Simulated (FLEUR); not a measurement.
# free Fe(001) film, 3 layers: from one collinear state to anisotropy

One state of free Fe(001) film, 3 layers is converged without symmetry. Force theorems then give its anisotropy.

Method: PBE; all-electron FLAPW film, Dirac cores, scalar-relativistic bands, in FLEUR MaX-R8.1.

## Step 1: The starting structure

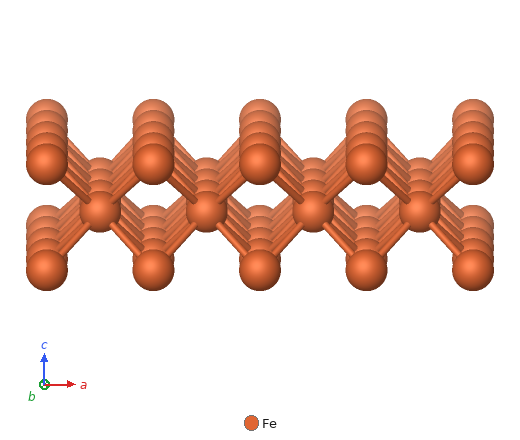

Start, viewed nearly edge on; iron orange. 4×4×1 cells are drawn. Some periodic images of atoms are drawn too.

The cell holds 3 atoms: 3 Fe. Its edges and angles: a = 2.866 Å, b = 2.866 Å, c = 16.866 Å, α = 90.0°, β = 90.0°, γ = 90.0°. Layers at typed spacings, unrelaxed. Vacuum lies along c.

As a file:

```cif
data_structure
_symmetry_space_group_name_H-M 'P 1'
_symmetry_Int_Tables_number 1
_cell_length_a 2.8660
_cell_length_b 2.8660
_cell_length_c 16.8660
_cell_angle_alpha 90.000
_cell_angle_beta 90.000
_cell_angle_gamma 90.000
_cell_volume 138.54
loop_
_atom_site_label
_atom_site_type_symbol
_atom_site_fract_x
_atom_site_fract_y
_atom_site_fract_z
_atom_site_occupancy
Fe1 Fe 0.00000 0.00000 0.41504 1
Fe2 Fe 0.50000 0.50000 0.50000 1
Fe3 Fe 0.00000 0.00000 0.58496 1
```

## Step 2: Reference state

The force theorems are single passes in this state's potential, so it has to be converged first.

No symmetry is used, so that later steps may turn the spins freely; k and −k are joined. FLEUR takes the sheet as a true film: the images along c are dropped, heights are typed in bohr, and the vacuum on both sides is semi-infinite. inpgen writes inp.xml from crystal.txt; cutoffs, mixing, functional, smearing and local orbitals are then set in the file. The k list scf (kpts.xml, not shown) is a Γ-centred 10×10×1 mesh; where the ranks do not divide the number of points, some are split in two of half the weight.

Contents of inp.xml:

```
<?xml version="1.0" encoding="UTF-8" standalone="no"?>
<fleurInput fleurInputVersion="0.39">
   <comment>
      Fe
   </comment>
   <calculationSetup>
      <cutoffs Kmax="3.68" Gmax="11.0" GmaxXC="11.0" numbands="0"/>
      <scfLoop itmax="150" minDistance="0.00002" maxIterBroyd="15" imix="Anderson" alpha="0.03" precondParam="0.0" spinf="2.0" sdNocoIR="T"/>
      <coreElectrons ctail="F" frcor="F" kcrel="0" coretail_lmax="0"/>
      <xcFunctional name="pbe" relativisticCorrections="F"/>
      <magnetism jspins="2" l_noco="F" l_ss="F">
         <qss>0.0 0.0 0.0</qss>
         <mtNocoParams l_mperp="F" l_mtNocoPot="F" l_relaxSQA="F" mag_mixing_scheme="0" mix_RelaxWeightOffD="1.0" l_constrained="F" mix_constr="1.0"/>
         <sourceFreeMag l_sourceFree="F" l_scaleMag="F" mag_scale="1.0"/>
      </magnetism>
      <soc l_soc="F" theta="0.0" phi="0.0" spav="F"/>
      <expertModes spex="0" secvar="F"/>
      <geometryOptimization l_f="F" forcealpha="1.0" forcemix="BFGS" epsdisp="0.00001" epsforce="0.00001"/>
      <ldaU l_linMix="F" mixParam="0.05" spinf="1.0"/>
   </calculationSetup>
   <cell>
      <bzIntegration valenceElectrons="48.0" mode="hist" fermiSmearingEnergy="0.00183747">
         <kPointListSelection listName="scf"/>
         <xi:include xmlns:xi="http://www.w3.org/2001/XInclude" href="kpts.xml"> </xi:include>
      </bzIntegration>
      <xi:include xmlns:xi="http://www.w3.org/2001/XInclude" href="sym.xml"> </xi:include>
      <filmLattice scale="1.0" dVac="10.68" dTilda="13.18">
         <bravaisMatrixFilm>
            <row-1>    5.4159550731035999     0.0000000000000000</row-1>
            <row-2>    0.0000000000000000     5.4159550731035999</row-2>
         </bravaisMatrixFilm>
         <vacuumEnergyParameters vacuum="1" spinUp="-.25" spinDown="-.25"/>
         <vacuumEnergyParameters vacuum="2" spinUp="-.25" spinDown="-.25"/>
      </filmLattice>
   </cell>
   <atomSpecies>
      <species name="Iron (Fe) 2.800" element="Fe" atomicNumber="26">
         <mtSphere radius="2.23" gridPoints="737" logIncrement="0.016"/>
         <atomicCutoffs lmax="8" lnonsphr="6"/>
         <electronConfig flipSpins="F">
            <coreConfig>(1s1/2) (2s1/2) (2p1/2) (2p3/2)</coreConfig>
            <valenceConfig>(3s1/2) (3p1/2) (3p3/2) (4s1/2) (3d3/2) (3d5/2)</valenceConfig>
            <stateOccupation state="(3d3/2)" spinUp="1.4" spinDown="1.0"/>
            <stateOccupation state="(3d5/2)" spinUp="3.0" spinDown="0.6"/>
         </electronConfig>
         <energyParameters s="4" p="4" d="3" f="4"/>
         <lo type="SCLO" l="0" n="3" eDeriv="0"/>
         <lo type="SCLO" l="1" n="3" eDeriv="0"/>
      </species>
   </atomSpecies>
   <atomGroups>
      <atomGroup species="Iron (Fe) 2.800">
         <filmPos label="                   1">.0000000000 .0000000000 -2.7079828732</filmPos>
         <force calculate="T" relaxXYZ="TTT"/>
         <nocoParams  alpha="0.0" beta="0.0"/>
      </atomGroup>
      <atomGroup species="Iron (Fe) 2.800">
         <filmPos label="                   2">1.000/2.000 1.000/2.000 .0000000000</filmPos>
         <force calculate="T" relaxXYZ="TTT"/>
         <nocoParams  alpha="0.0" beta="0.0"/>
      </atomGroup>
      <atomGroup species="Iron (Fe) 2.800">
         <filmPos label="                   3">.0000000000 .0000000000 2.7079828732</filmPos>
         <force calculate="T" relaxXYZ="TTT"/>
         <nocoParams  alpha="0.0" beta="0.0"/>
      </atomGroup>
   </atomGroups>
   <output dos="F" band="F" slice="F">
      <bandDOS minEnergy="-.5*Htr" maxEnergy="0.5*Htr" sigma="0.015" storeEVData="T"/>
      <plotting iplot="0" polar="F">
         <plot TwoD="T" vec1="  1.0  0.0  0.0" vec2="  0.0  1.0  0.0" vec3="  0.0  0.0  1.0" zero="  0.0  0.0 -0.5" file="plot"/>
      </plotting>
      <moessbauerParams electricFieldGradient="F" isomerShift="F" coreHyperfine="F" valenceHyperfine="F"/>
   </output>
</fleurInput>
```

Contents of crystal.txt:

```
Fe
&input film=T cartesian=F /
2.86600000000  0.00000000000  0.00000000000
0.00000000000  2.86600000000  0.00000000000
0.00000000000  0.00000000000  1.00000000000
1.8897261246
1.0 1.0 1.0

3
26 0.00000000000  0.00000000000  -2.70798287318 : 2.800
26 0.50000000000  0.50000000000  0.00000000000 : 2.800
26 0.00000000000  0.00000000000  2.70798287318 : 2.800

&kpt div1=10 div2=10 div3=1 gamma=T /
```

On the command line:

```console
> OMP_NUM_THREADS=1 inpgen -f crystal.txt -nosym -noco > inpgen.log  # inp.xml is then edited as shown
> OMP_NUM_THREADS=1 mpirun -n 4 fleur_MPI > fleur.log
```

The program printed:

```text
Welcome to FLEUR        (www.flapw.de)
      MaX-Release 8.1          (www.max-centre.eu)

 ========== k-point set info ==========
 Selected k-point list: scf
 k-point list type: mesh
 0 x 0 x 0
 Number of k points: 52

 ------------Calculation Setup---------------------------
 Number of MPI-tasks      :            4
 Number of PE/node        :            4
 Number of OMP-threads    :            1
 k-points in parallel     :            4
 pe's per k-point         :            1
 No of k-point loops      :           13
 Eigenvalue solver        :       lapack
 Number of basis functions:          354
 Approximate size of matrices (H+S) per k-point:         0.004 GB
 --------------------------------------------------------
 Iteration:     1   Distance:      25.36134091 me/bohr^3
 Iteration:     2   Distance:      14.96646887 me/bohr^3
 Iteration:     3   Distance:      11.79817552 me/bohr^3
 Iteration:     4   Distance:       9.73970299 me/bohr^3
 Iteration:     5   Distance:       7.35277253 me/bohr^3
 Iteration:     6   Distance:       7.18879452 me/bohr^3
 Iteration:     7   Distance:       6.11606536 me/bohr^3
 Iteration:     8   Distance:       5.65494472 me/bohr^3
 Iteration:     9   Distance:       2.64270388 me/bohr^3
 Iteration:    10   Distance:       1.29704098 me/bohr^3
[... 13 iterations left out ...]
 Iteration:    24   Distance:       0.00138207 me/bohr^3
 Iteration:    25   Distance:       0.00062223 me/bohr^3
 Iteration:    26   Distance:       0.00015144 me/bohr^3
 Iteration:    27   Distance:       0.00014866 me/bohr^3
 Iteration:    28   Distance:       0.00004150 me/bohr^3
 Iteration:    29   Distance:       0.00003185 me/bohr^3
 Iteration:    30   Distance:       0.00002521 me/bohr^3
 Iteration:    31   Distance:       0.00002592 me/bohr^3
 Iteration:    32   Distance:       0.00002202 me/bohr^3
 Iteration:    33   Distance:       0.00001769 me/bohr^3

 ********************************************************************
 Run finished successfully
 Stop message:
   all done
 ********************************************************************

--- out.xml (last complete iteration) ---
<iteration numberForCurrentRun="   33" overallNumber="   33">
         [... left out ...]
         <bandgap value="0.0000000009" units="eV"/>
         <sumValenceSingleParticleEnergies value="-62.9096096454" units="Htr"/>
         <FermiEnergy value="-0.1376710486" units="Htr"/>
         <valenceDensity>
            <mtCharges spin="1">
               <mtCharge atomType="1" total="8.7298594" s="1.1718719" p="3.0932656" d="4.4567214" f="0.0061417"/>
               <mtCharge atomType="2" total="8.5406900" s="1.1645765" p="3.1348715" d="4.2276064" f="0.0103817"/>
               <mtCharge atomType="3" total="8.7298594" s="1.1718719" p="3.0932656" d="4.4567215" f="0.0061417"/>
            </mtCharges>
            <mtCharges spin="2">
               <mtCharge atomType="1" total="5.7661203" s="1.1584239" p="3.0951582" d="1.5067095" f="0.0047917"/>
               <mtCharge atomType="2" total="6.1706031" s="1.1787612" p="3.1655658" d="1.8171267" f="0.0075044"/>
               <mtCharge atomType="3" total="5.7661209" s="1.1584239" p="3.0951581" d="1.5067101" f="0.0047917"/>
            </mtCharges>
            <spinDependentCharge spin="1" total="28.2047014" interstitial="2.0531338" mtSpheres="26.0004088" vacuum1="0.0755794" vacuum2="0.0755794"/>
            <spinDependentCharge spin="2" total="19.7952988" interstitial="2.0062728" mtSpheres="17.7028442" vacuum1="0.0430909" vacuum2="0.0430909"/>
            <totalCharge value="48.0000002288"/>
         </valenceDensity>
         [... left out ...]
         <allElectronCharges>
            <spinDependentCharge spin="1" total="43.2047014" interstitial="2.0531338" mtSpheres="41.0004088" vacuum1="0.0755794" vacuum2="0.0755794"/>
            <spinDependentCharge spin="2" total="34.7952988" interstitial="2.0062728" mtSpheres="32.7028442" vacuum1="0.0430909" vacuum2="0.0430909"/>
            <totalCharge value="78.0000002298"/>
         </allElectronCharges>
         <magneticMomentsInMTSpheres units="muBohr">
            <globalMagMoment atomType="1" vec="0.00000   0.00000   2.96374"/>
            <localMagMoment atomType="1" vec="0.00000   0.00000   2.96374"/>
            <globalMagMoment atomType="2" vec="0.00000   0.00000   2.37009"/>
            <localMagMoment atomType="2" vec="0.00000   0.00000   2.37009"/>
            <globalMagMoment atomType="3" vec="0.00000   0.00000   2.96374"/>
            <localMagMoment atomType="3" vec="0.00000   0.00000   2.96374"/>
         </magneticMomentsInMTSpheres>
         <moessbauerParams unitsHFF="kG" unitsIS="e/bohr^3" unitsEFG="Htr/bohr^2">
         </moessbauerParams>
         <totalEnergy value="    -3818.3130070784" units="Htr">
            <sumOfEigenvalues value="    -2244.8285166140">
               <coreElectrons value="-2181.9189069687"/>
               <valenceElectrons value="-62.9096096454"/>
            </sumOfEigenvalues>
            <densityCoulombPotentialIntegral value="-5897.5285404183"/>
            <densityEffectivePotentialIntegral value="-6115.2744548852"/>
            <chargeDenXCDenIntegral value="-167.7585855895"/>
            <FockExchangeEnergyValence value="0.0000000000"/>
            <FockExchangeEnergyCore value="0.0000000000"/>
            <atomTypeDependentContributions atomType="1">
               <electronNucleiInteractionDifferentMTs value="1517.7191908512"/>
               <MadelungTerm value="-6.2892908718"/>
            </atomTypeDependentContributions>
            <atomTypeDependentContributions atomType="2">
               <electronNucleiInteractionDifferentMTs value="1519.0852648801"/>
               <MadelungTerm value="-5.1338619996"/>
            </atomTypeDependentContributions>
            <atomTypeDependentContributions atomType="3">
               <electronNucleiInteractionDifferentMTs value="1517.7191895170"/>
               <MadelungTerm value="-6.2892914311"/>
            </atomTypeDependentContributions>
            <tkbTimesEntropy value="0.0010674388"/>
            <freeEnergy value="-3818.3140745172"/>
            <extrapolationTo0K value="-3818.3135407978"/>
         </totalEnergy>
         <densityConvergence units="me/bohr^3">
            <chargeDensity spin="1" distance="0.0000097595"/>
            <chargeDensity spin="2" distance="0.0000136682"/>
            <overallChargeDensity distance="0.0000158484"/>
            <spinDensity distance="0.0000176907"/>
         </densityConvergence>
      </iteration>
```

Elapsed: 97 s, on 4 MPI ranks of Arm Neoverse V2, shared host; peak memory 0.84 GiB; 6.5 min of CPU time.

Spin moment in the muffin-tin sphere by atom:

```
atom  spin moment in the muffin-tin sphere (μB)
 Fe1                                       2.96
 Fe2                                       2.37
 Fe3                                       2.96
```

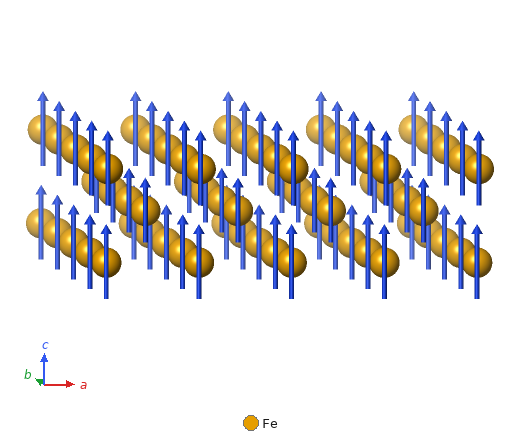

Spin moment in the muffin-tin sphere as arrows, the longest 2.96 μB. Up and down stand for the sign. Arrows give size and sign along the axis of quantisation, drawn up and down the page. 4×4×1 cells are drawn. Some periodic images of atoms are drawn too.

Numbers from this step:

- free energy: -103901.6191 eV
- program's band gap on this mesh (in a metal only a level spacing): 9.00e-10 eV
- magnetization: 8.409 μB
- final state: ferromagnetic

After 33 cycles the largest moment stands at 2.96 μB.

## Step 3: Anisotropy by the force theorem, rung 1

Anisotropy is a small difference, so it is taken from sums over occupied states at a frozen potential, where most errors cancel.

One pass with spin–orbit coupling for each direction, from the saved density. Inversion lets half of the mesh serve, which the program's warning doesn't know. The k list mae (kpts.xml, not shown) is a Γ-centred 17×17×1 mesh.

inp.xml, as its differences from that of step 2:

```diff
@@ -6,4 +6,4 @@
    <calculationSetup>
-      <cutoffs Kmax="3.68" Gmax="11.0" GmaxXC="11.0" numbands="0"/>
-      <scfLoop itmax="150" minDistance="0.00002" maxIterBroyd="15" imix="Anderson" alpha="0.03" precondParam="0.0" spinf="2.0" sdNocoIR="T"/>
+      <cutoffs Kmax="3.68" Gmax="11.0" GmaxXC="11.0" numbands="96"/>
+      <scfLoop itmax="1" minDistance="0.00002" maxIterBroyd="15" imix="Anderson" alpha="0.03" precondParam="0.0" spinf="2.0" sdNocoIR="T"/>
       <coreElectrons ctail="F" frcor="F" kcrel="0" coretail_lmax="0"/>
@@ -15,3 +15,3 @@
       </magnetism>
-      <soc l_soc="F" theta="0.0" phi="0.0" spav="F"/>
+      <soc l_soc="T" theta="0.0" phi="0.0" spav="F"/>
       <expertModes spex="0" secvar="F"/>
@@ -22,3 +22,3 @@
       <bzIntegration valenceElectrons="48.0" mode="hist" fermiSmearingEnergy="0.00183747">
-         <kPointListSelection listName="scf"/>
+         <kPointListSelection listName="mae"/>
          <xi:include xmlns:xi="http://www.w3.org/2001/XInclude" href="kpts.xml"> </xi:include>
@@ -74,2 +74,5 @@
    </output>
+   <forceTheorem>
+      <MAE theta="0.0 1.5707963 1.5707963" phi="0.0 0.0 1.5707963"/>
+   </forceTheorem>
 </fleurInput>
```

On the command line:

```console
> OMP_NUM_THREADS=1 mpirun -n 4 fleur_MPI -warn_only > fleur.log
```

The program printed:

```text
[banner, memory and clock lines left out]
Welcome to FLEUR        (www.flapw.de)
      MaX-Release 8.1          (www.max-centre.eu)
************FLEUR-Warning*****************
Error message: k-point set is not compatible to missing time-reversal symmetry in calculation.
Error occurred in subroutine: gen_bz
Error from PE:0/4
Other PEs with error messages:
     1-k-point set is not compatible to missing time-reversal symmetry in calculation.
     3-k-point set is not compatible to missing time-reversal symmetry in calculation.
*****************************************

 ========== k-point set info ==========
 Selected k-point list: mae
 k-point list type: mesh
 0 x 0 x 0
 Number of k points: 148

 [... set-up left out ...]
 ********************************************************************
 Run finished successfully
 Stop message:
   Forcetheorem MAE
 ********************************************************************

--- out.xml (force theorem) ---
<Forcetheorem_MAE Angles="3" units="Htr">
            <Angle theta="0.0000000" phi="0.0000000" ev-sum="-62.910835162"/>
            <Angle theta="1.5707963" phi="0.0000000" ev-sum="-62.910834517"/>
            <Angle theta="1.5707963" phi="1.5707963" ev-sum="-62.910834517"/>
         </Forcetheorem_MAE>
```

It took 27 s on 4 MPI ranks; peak memory 0.73 GiB.

Anisotropy energies, by row:

```
axis  x  y  z  band energy less the first axis' (meV a cell)
   z  0  0  1                                              0
   x  1  0  0                                        0.01755
   y  0  1  0                                        0.01755
```

Shape anisotropy is not in these numbers.

## Step 4: Energy against the direction of the moments, rung 2

A second rung shows how far the first can be trusted.

The k list mae (kpts.xml, not shown) is a Γ-centred 26×26×1 mesh.

inp.xml is that of step 3.

The program printed:

```text
[banner, memory and clock lines left out]
Welcome to FLEUR        (www.flapw.de)
      MaX-Release 8.1          (www.max-centre.eu)
************FLEUR-Warning*****************
Error message: k-point set is not compatible to missing time-reversal symmetry in calculation.
Error occurred in subroutine: gen_bz
Error from PE:0/4
Other PEs with error messages:
     1-k-point set is not compatible to missing time-reversal symmetry in calculation.
     2-k-point set is not compatible to missing time-reversal symmetry in calculation.
[...]
3-k-point set is not compatible to missing time-reversal symmetry in calculation.
*****************************************
 [... set-up left out ...]
 ********************************************************************
 Run finished successfully
 Stop message:
   Forcetheorem MAE
 ********************************************************************

--- out.xml (force theorem) ---
<Forcetheorem_MAE Angles="3" units="Htr">
            <Angle theta="0.0000000" phi="0.0000000" ev-sum="-62.910819666"/>
            <Angle theta="1.5707963" phi="0.0000000" ev-sum="-62.910816271"/>
            <Angle theta="1.5707963" phi="1.5707963" ev-sum="-62.910816271"/>
         </Forcetheorem_MAE>
```

Wall time 60 s (4 MPI ranks); peak memory 1.1 GiB.

Anisotropy energies, by row:

```
axis  x  y  z  band energy less the first axis' (meV a cell)
   z  0  0  1                                              0
   x  1  0  0                                        0.09238
   y  0  1  0                                        0.09238
```

(Part 1 of 2 ends here.)

[Logs and program files are shortened in this print: banners, set-up blocks, solver, clock and traceback lines can be left out without a mark of their own.]

[Logs are printed without paths, hosts, clocks, repeated set-up lines and the standing remarks that a program may print on its own settings, such as how far it seeks lower states.]

[Hosts, paths, dates, database ids (printed as entryN), source tags and the programs' standing remarks are cut or masked in the printed files.]

[Where a cell is said to come from a database of computed structures, the database is the Materials Project.]
